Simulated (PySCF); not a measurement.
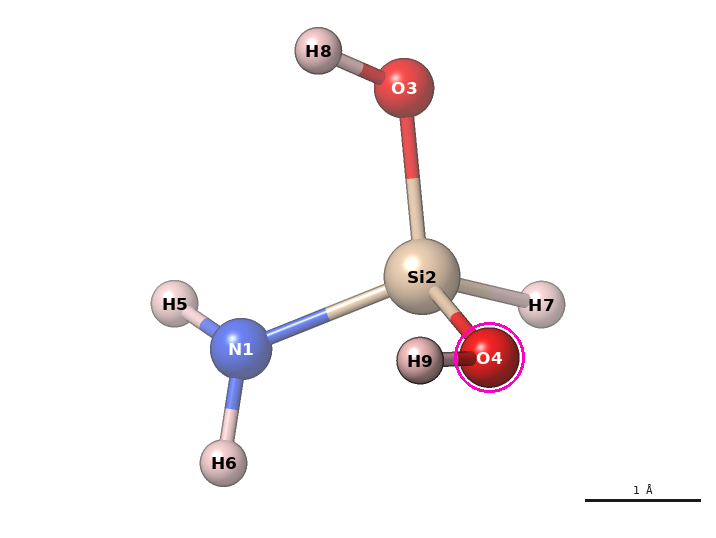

Orthographic view. Distant atoms are faded towards the background colour. Computed geometry: PBE0-D3(BJ)/def2-SVP optimisation. No frequency run is at hand to confirm it as a minimum.

Q: Name the neighbours of the circled atom.

A: The circled atom is O4; it is bonded to Si2, H9.

Q: What is the shortest path along bonds from the circled atom to H6?

A: O4–Si2–N1–H6, 3 bonds; through space the two are 2.95 Å apart.

Q: Which atom is nearest the viewer?

A: H9, 1.9 Å in front of the mean position.

Q: Of Si2 and O4, which is nearer the viewer?

A: O4; the bond to Si2 points away from the viewer, so it looks shorter than its 1.66 Å.
